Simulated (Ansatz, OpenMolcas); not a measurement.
GeSiH3ClO (SMILES Cl[SiH]1[O][GeH2]1): methods side by side

GeSiH3ClO: 7 atoms, total charge 0, spin state singlet. SMILES: `Cl[SiH]1[O][GeH2]1`. Geometry: relaxed at PBE0-D4/def2-TZVP.

Quantity: the vertical ionisation energy (to the doublet cation), in eV. The values are calculated.

```tsv
level	kind	program	value (eV)	CPU time (all runs)
HF/6-31G* (spherical functions)	Hartree–Fock	OpenMolcas	8.51	34 s
SVWN5/6-31G* (spherical functions)	LDA	Ansatz	9.21	16 s
PBE/6-31G* (spherical functions)	GGA	Ansatz	9.04	24 s
B3LYP/6-31G* (spherical functions)	global hybrid	Ansatz	9.23	30 s
BHLYP/6-31G* (spherical functions)	global hybrid	Ansatz	9.24	33 s
B3LYP/6-31G* (Cartesian functions)	global hybrid	Ansatz	9.23	34 s
PBE-QIDH/6-31G* (spherical functions)	double hybrid	Ansatz	9.34	40 s
RPA@PBE0/6-31G* (spherical functions)	RPA	Ansatz	9.00	50 s
```

All-electron rows without a relativistic Hamiltonian named are non-relativistic. The values span 8.51 to 9.34 eV. CPU times are rough (shared hosts, several kinds of processor and program).

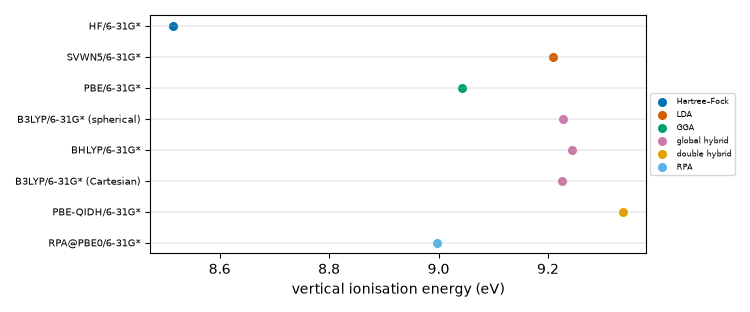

The values of the table, level by level.
